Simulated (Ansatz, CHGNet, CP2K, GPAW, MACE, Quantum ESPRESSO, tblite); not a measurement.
# Which run comes nearest? Generalised stacking fault on (111) (glide set) of a Ge-Sn solid solution (48 atoms)

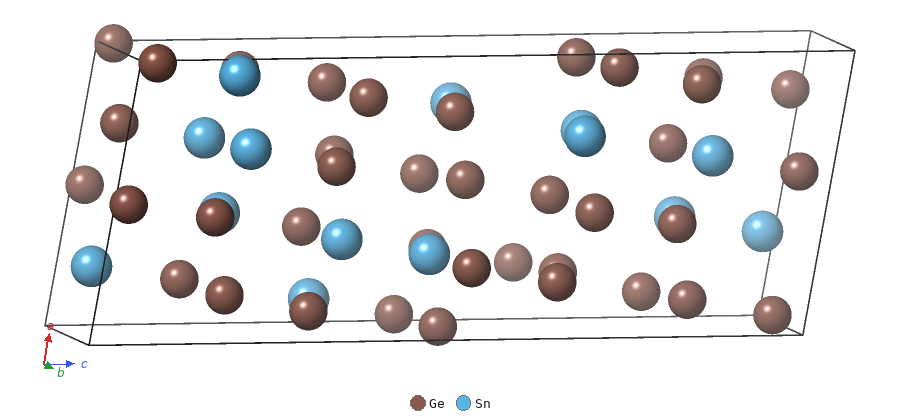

The cell (germanium brown, tin blue). Some periodic images of atoms are drawn too.

The cell holds 48 atoms: 34 Ge and 14 Sn. Cell: a = 8.334 Å, b = 7.218 Å, c = 20.867 Å, α = 90.0°, β = 79.5°, γ = 90.0°. Diamond-structure Ge lattice (a = 5.8932 Å, the value set for the mixture), cell with z along [111], 2 x 1 x 2 periods; the third cell vector is tilted by 0.917 of 1/2[1-10] and lengthened by 0.1 Å, so the cell holds one fault (glide set); displaced by a Gaussian of 0.01 Å; 14 of 48 Ge sites given to Sn at random (lattice constant by Vegard's rule between Ge and Sn). Then every atom was moved at random, 0.05 Å r.m.s. a Cartesian component.

Geometry: as built.

The reference, a calculation:

* method: Kohn-Sham DFT, PBE, PAW, plane waves (Ansatz 0.2.0); cutoff 420 eV, Γ point, fermi-dirac smearing of 0.05 eV; PAW set soft_2
* r.m.s. force component: 1.174 eV/Å
* longest force: 5.181 eV/Å
* pressure: 8.487 GPa
* SCF cycles: 10
* time: 17 s on 4 threads of Arm Neoverse V2, shared host
* CPU time: 63 s

Runs, in no order:
A. QE PBE, gbrv-1.5, 40/200 Ry: Kohn-Sham DFT, PBE, GBRV 1.5 ultrasoft pseudopotentials, plane waves
B. GPAW PBE, LCAO szp(dzp), h 0.2 Å: Kohn-Sham DFT, PBE, PAW, atomic orbitals (szp(dzp))
C. CP2K PBE, DZVP-MOLOPT-SR, 244/50 Ry, diagonalisation: Kohn-Sham DFT, PBE, GTH-PBE pseudopotentials, Gaussian and plane waves, DZVP-MOLOPT-SR-GTH, diagonalisation
D. QE PBE, dojo-0.4.1-standard, 60/240 Ry: Kohn-Sham DFT, PBE, PseudoDojo 0.4.1 standard norm-conserving pseudopotentials, plane waves
E. GPAW PBE, plane waves 550 eV: Kohn-Sham DFT, PBE, PAW, plane waves

**Question.** Rank the runs by how far their forces lie from the reference's, least first.

A, D, E, C, B.

```tsv
run	Δ force, r.m.s. (meV/Å)	share of r.m.s. force (%)	CPU time
A. QE PBE, gbrv-1.5, 40/200 Ry	4.64	0.396	6.2 min
D. QE PBE, dojo-0.4.1-standard, 60/240 Ry	10.6	0.902	8.1 min
E. GPAW PBE, plane waves 550 eV	24.5	2.09	6.1 min
C. CP2K PBE, DZVP-MOLOPT-SR, 244/50 Ry, diagonalisation	57.9	4.94	2.2 min
B. GPAW PBE, LCAO szp(dzp), h 0.2 Å	171	14.5	2 min
```

The electronic-structure runs sample only Γ, in a cell whose shortest periodic width is 7 Å, which is coarse for a cell with partly filled levels.

[Logs are printed without paths, hosts, clocks, repeated set-up lines and the standing remarks that a program may print on its own settings, such as how far it seeks lower states.]

[Hosts, paths, dates, database ids (printed as entryN), source tags and the programs' standing remarks are cut or masked in the printed files.]
